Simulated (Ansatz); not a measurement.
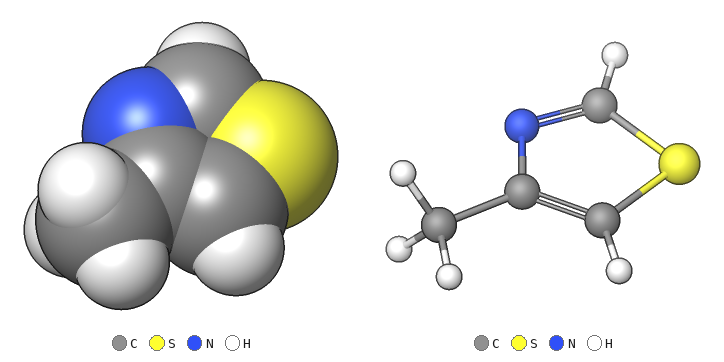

Both panels show the same species.

Give the formula.

C₄H₅NS, 11 atoms: 4 carbon, 5 hydrogen, 1 nitrogen and 1 sulfur.

How many sets of symmetry-equivalent atoms are there?

10: 1 C, 1 C, 1 C, 1 S, 1 C, 1 N, 1 H, 2 H, 1 H, 1 H.

Give the symmetry (Schoenflies symbol).

Cs.

Count the bonded pairs by element.

5 C–H, 2 C–C, 2 C–S, 2 C–N.

The parts below concern this one geometry. Atoms keep their numbers from picture to picture. The computed structure is the end point of a PBE0-D4/def2-TZVP optimisation.

Dipole moment

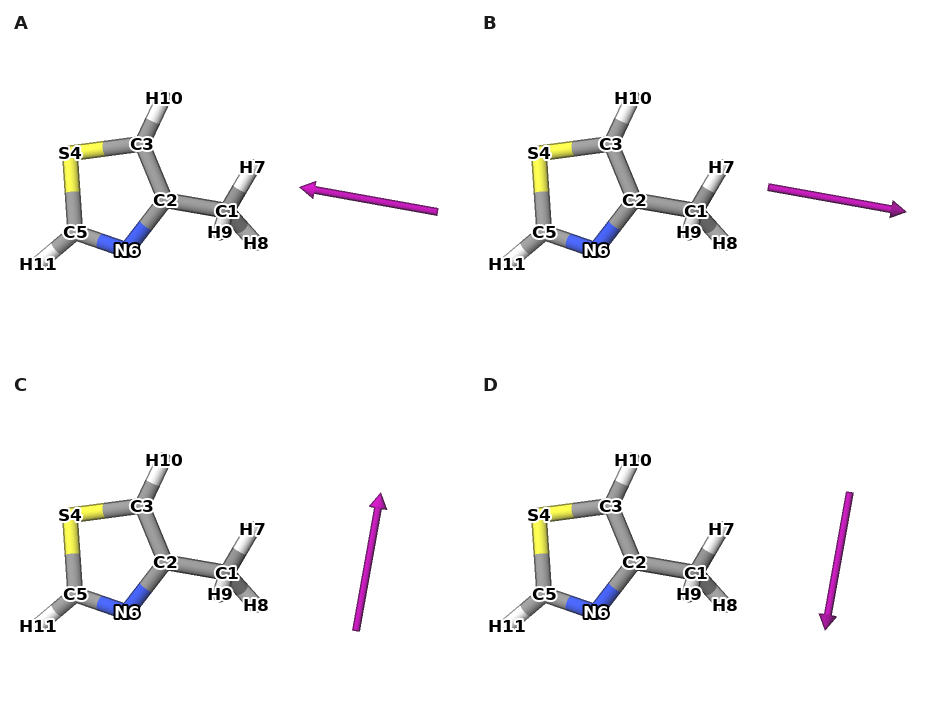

The same molecule four times, each with an arrow. Properties computed with RKS PBE-D4/def2-TZVPP (Ansatz 0.2.0).

Which arrow points along the dipole moment, from the negative to the positive end?

C. The dipole moment is 1.26 D; it points from the side of H11 to the side of H10 (the outermost atoms at the two ends).

Levels of theory compared

Program: Ansatz 0.2.0.

At this fixed geometry, give HOMO energy (eV) at these levels: B3LYP-D4/def2-TZVPP; B97M-V/def2-TZVPP; BHLYP-D4/def2-TZVPP; CAM-B3LYP-D4/def2-TZVPP; HSE06 (plane-wave form)-D4/def2-TZVPP; PBE-D4/def2-TZVPP; PBE0-D4/def2-QZVPP; PBE0-D4/def2-TZVPP; r2SCAN0-D4/def2-TZVPP; revPBE-D4/def2-TZVPP; ωB97X-V/def2-TZVPP.

| level | HOMO energy (eV) |
| --- | --- |
| B3LYP-D4/def2-TZVPP | −6.78 |
| B97M-V/def2-TZVPP | −6.12 |
| BHLYP-D4/def2-TZVPP | −7.84 |
| CAM-B3LYP-D4/def2-TZVPP | −8.24 |
| HSE06 (plane-wave form)-D4/def2-TZVPP | −6.60 |
| PBE-D4/def2-TZVPP | −5.98 |
| PBE0-D4/def2-QZVPP | −7.02 |
| PBE0-D4/def2-TZVPP | −6.99 |
| r2SCAN0-D4/def2-TZVPP | −7.11 |
| revPBE-D4/def2-TZVPP | −5.91 |
| ωB97X-V/def2-TZVPP | −9.19 |

Charges

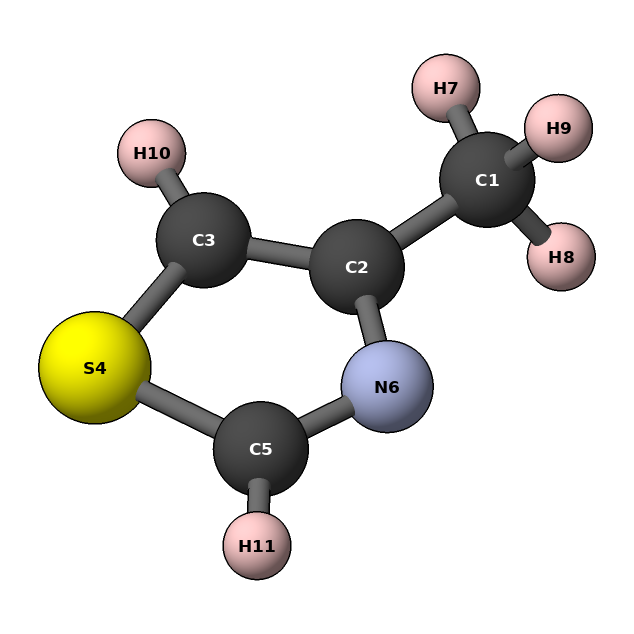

The questions are on Mulliken charges. Level of theory: RKS PBE0-D4/def2-TZVP (Ansatz 0.2.0).

Give the Mulliken charges atom by atom.

```csv
atom,value (e)
C1,−0.37
C2,0.07
C3,−0.17
S4,0.06
C5,−0.06
N6,−0.22
H7,0.12
H8,0.14
H9,0.14
H10,0.15
H11,0.15
```

Mulliken values depend strongly on the basis set and can even reverse the polarity of a bond.
